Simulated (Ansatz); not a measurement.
## Frequency calculation, with input and output: SnH$_{3}$Cl$_{2}$OF

SnH$_{3}$Cl$_{2}$OF, computed with RKS CAM-B3LYP-D4/def2-SVP (Ansatz 0.2.0).

It belongs to a series of runs on one base structure; here: vibrations at the highest image of the band. Figures and captions count atoms from 1; the log counts them from 0 in places.

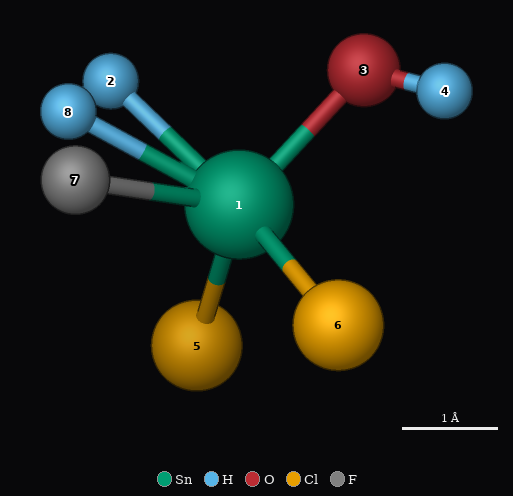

**Figure 1.** The input geometry (ball-and-stick view, seen on its broad side; atoms are numbered from 1 in the order of the input). Sticks mark near contacts.

Results in brief

- outcome: converged
- total energy: −35678.0371 eV
- mean-field energy: −35677.8412 eV
- largest force (length of the vector): 0.004 eV/Å
- hardware: 4 threads of Arm Neoverse V1, 24 GiB of memory available, shared host
- wall time: 72 s (CPU time 4.4 min)
- peak memory: 0.31 GiB

Input
```yaml
crystal:
  periodic: [false, false, false]
  atoms:
    - { symbol: Sn, position_ang: [-0.292406, -0.02094, -0.083508] }
    - { symbol: H, position_ang: [0.015852, 0.736718, 1.694135] }
    - { symbol: O, position_ang: [1.610798, -0.46806, -0.090107] }
    - { symbol: H, position_ang: [1.813575, -1.108091, -0.788433] }
    - { symbol: Cl, position_ang: [-0.95306, 1.990061, -1.026186] }
    - { symbol: Cl, position_ang: [-1.178091, -1.673221, -1.470126] }
    - { symbol: F, position_ang: [-1.616003, -0.577696, 1.492798] }
    - { symbol: H, position_ang: [-0.801067, 0.169128, 1.911926] }
basis:
  gaussian: { orbitals: def2-SVP }
hamiltonian:
  xc: cam_b3lyp
  dispersion: d4
phonons: {}
```

Launched with:
```bash
ansatz run input.yaml --threads 4 --pin off --max-ram 5120MiB --backend cpu --events-out ev --progress --plain --runs-dir out
```

Output
```
Engine: ansatz 0.2.0, aarch64-unknown-linux-gnu
Functional definition: CAM-B3LYP
  parameter alpha = 0.19
  parameter beta = 0.46
  parameter omega = 0.33/bohr
  parameter ac = 0.81
  exchange = (1 - alpha - beta)*b88_x + beta*b88_x_sr(omega) + alpha*exact_x + beta*exact_x_lr(omega)
  correlation = (1 - ac)*vwn5_c + ac*lyp_c
1154 factors; integrals over basis functions are off by at most 2.7e-4 eV
325 factors; integrals over basis functions are off by at most 9.6e-7 eV
mean field evaluation 1: about -35671.5238 eV, gradient 5.8e1 eV
mean field evaluation 2: about -35661.9725 eV, gradient 9.4e1 eV
mean field evaluation 4: about -35677.7761 eV, gradient 3.8e0 eV
mean field evaluation 8: about -35677.8411 eV, gradient 6.4e-2 eV
mean field evaluation 16: about -35677.8411 eV, gradient 3.3e-5 eV
mean field -35677.84106860 eV, -1311.1364759618 hartree, gradient 3.3e-5 eV, S^2 0.000000; 0 other end points of the search recorded, 0 dependent functions left out
the calculation of the forces begins
reference -35677.84118906 eV, -1311.1364803886 hartree; 38, 38 occupied and 67, 67 virtual orbitals, 1154 factors
these checks for a lower state are left out or cut short: stability, starts, cluster_reference, orbital_swaps, neighbouring_geometries, increment
1154 factors; integrals over basis functions are off by at most 2.7e-4 eV
325 factors; integrals over basis functions are off by at most 9.6e-7 eV
mean field -35677.84097246 eV, -1311.1364724288 hartree, gradient 2.5e-6 eV, S^2 0.000000; 0 other end points of the search recorded, 0 dependent functions left out
[... from here on the field's lines of each further geometry are left out, up to the last ...]
the calculation of the forces begins
reference -35677.84117356 eV, -1311.1364798190 hartree; 38, 38 occupied and 67, 67 virtual orbitals, 1154 factors
these checks for a lower state are left out or cut short: stability, starts, cluster_reference, orbital_swaps, neighbouring_geometries, increment
1154 factors; integrals over basis functions are off by at most 2.7e-4 eV
325 factors; integrals over basis functions are off by at most 9.6e-7 eV
mean field -35677.84102624 eV, -1311.1364744049 hartree, gradient 1.3e-6 eV, S^2 0.000000; 0 other end points of the search recorded, 0 dependent functions left out
the calculation of the forces begins
reference -35677.84114669 eV, -1311.1364788316 hartree; 38, 38 occupied and 67, 67 virtual orbitals, 1154 factors
WARN: phonons: modes at or below zero, which the zero-point energy, F, S and C_V leave out: 1, the lowest at -1213.73 cm⁻¹. A minimum has none, and a first-order saddle one
Total energy: -35678.03705522 eV, -1311.1436783373 hartree
Atom 0 at    -0.292406    -0.020940    -0.083508 Å, force     0.001159    -0.001586    -0.001747 eV/Å
Atom 1 at     0.015852     0.736718     1.694135 Å, force     0.001709     0.001602    -0.000079 eV/Å
Atom 2 at     1.610798    -0.468060    -0.090107 Å, force    -0.002531    -0.000924    -0.001889 eV/Å
Atom 3 at     1.813575    -1.108091    -0.788433 Å, force     0.001673     0.000651     0.001597 eV/Å
Atom 4 at    -0.953060     1.990061    -1.026186 Å, force     0.000313     0.001199    -0.000838 eV/Å
Atom 5 at    -1.178091    -1.673221    -1.470126 Å, force    -0.000238     0.001159     0.000358 eV/Å
Atom 6 at    -1.616003    -0.577696     1.492798 Å, force    -0.001767    -0.003923     0.000210 eV/Å
Atom 7 at    -0.801067     0.169128     1.911926 Å, force    -0.000319     0.001822     0.002387 eV/Å
Dipole moment:     0.203795    -0.044592     0.065653 e Å
Vibrations: -1213.73 43.37 109.26 138.81 154.29 199.32 307.36 385.62 400.26 437.12 567.72 662.89 904.59 1043.79 1198.22 1737.64 1858.01 3835.92 cm⁻¹, zero-point energy 0.866910 eV
```

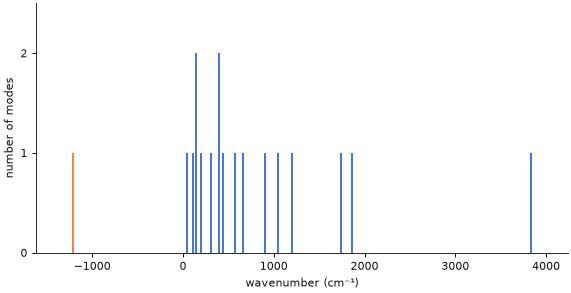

**Figure 2.** Harmonic vibrational wavenumbers from the force constants; neighbouring modes closer than 23 cm⁻¹ are counted in one stick, and imaginary ones are drawn at negative wavenumbers. 18 modes from 1214i to 3836 cm⁻¹, 1 imaginary beyond 8i (1214i cm⁻¹): a first-order saddle point, if the geometry is stationary.
